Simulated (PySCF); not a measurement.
## Electronic structure of C₄H₈O₂ (isopropyl formate) in real space

Input file:

```
{"job": {"kind": "nmr", "xc": "PBE0", "basis": "pcSseg-1", "pop": false}, "charge": 0, "multiplicity": 1}
C     -0.921142     0.990070     0.056449
C     -0.188264    -0.348574     0.101365
C     -0.572856    -1.242015    -1.068858
O      1.236785    -0.170281     0.017485
C      1.865972     0.493624     1.005048
O      2.408950    -0.025412     1.927029
H     -1.992836     0.813549     0.028425
H     -0.633062     1.542846    -0.834787
H     -0.692816     1.591061     0.934007
H     -0.409943    -0.861131     1.049670
H     -1.631672    -1.479052    -1.020024
H     -0.360413    -0.735177    -2.006116
H      0.001253    -2.163219    -1.034905
H      1.890044     1.593710     0.845214
```

Run with:

```sh
OMP_NUM_THREADS=1 python ens_run.py task.json out
```

Geometry: GFN2-xTB.

All numbers below come from PBE0/pcSseg-1, SCF density, gas phase, non-relativistic in PySCF.

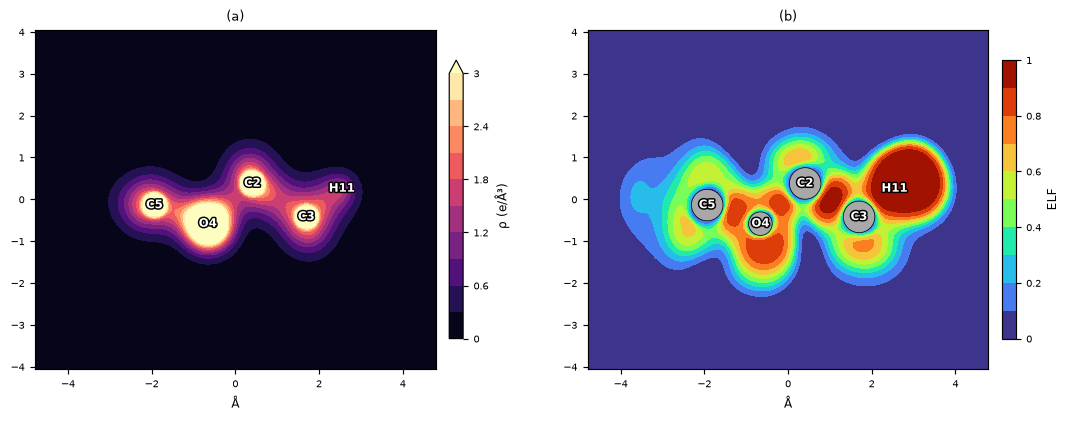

Figure 1. (a) electron density; (b) ELF on the plane of atoms C2, O4 and C5. Grey discs cover the atomic cores in the ELF map.

**Describe what can be read from this map.**

- The section cuts through C, O and H sites.
- C–C (1.52 Å): ρ at the midpoint is about 1.7 e/Å³; the ELF peaks at about 0.95 between the atoms (localised, covalent bonding).
- C–H (1.09 Å): the density is about 2 e/Å³ at the midpoint; the ELF climbs to about 1 towards the hydrogen, as it does in any bond to H (an ordinary covalent bond to hydrogen).
- C–O (1.35 Å): ρ at the midpoint is about 2.4 e/Å³, with its minimum of 2.1 e/Å³ about 0.5 Å from C; the ELF peaks at about 0.90 between the atoms (a polar covalent bond).
- The ELF also peaks beside O4, away from the bonds: lone-pair regions.

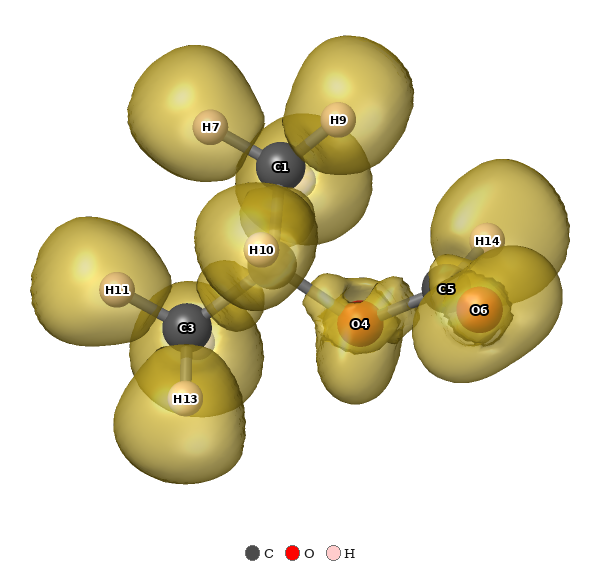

Figure 2. Isosurface of the electron localisation function at 0.75 (yellow), seen at a tilt. Only the valence region is drawn (cores and ρ < 0.01 e/Å³ removed).

**Describe the localisation domains.**

The ELF exceeds this value in two regions between bonded C–C atoms (shared pairs), eight regions around hydrogen nuclei and two regions on O in which the atom's valence shell and bonds are merged.


C–O (1.19 Å): the ELF peaks at about 0.85 between the atoms; a short, multiple covalent bond.

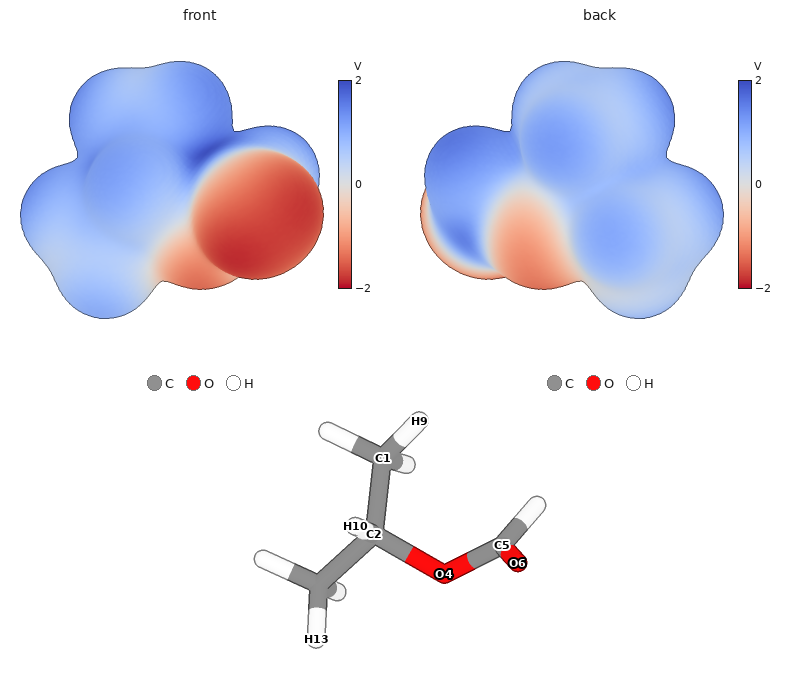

Figure 3. The electrostatic potential painted on the density surface at 0.004 e/bohr³, seen from the front and from behind; red is negative and blue positive. The bare structure is drawn below in the same view.

**Which sites attract a positive test charge, and which a negative one?**

A positive charge is drawn to the negative regions and a negative charge to the positive ones. The most negative region (about −1.8 V) lies over O6, the most positive (about +1.8 V) over the π face of C2 and C5. O6 is the likeliest acceptor of a hydrogen bond.

**What dipole moment does the calculation give?**

Its dipole moment is 3.36 D.
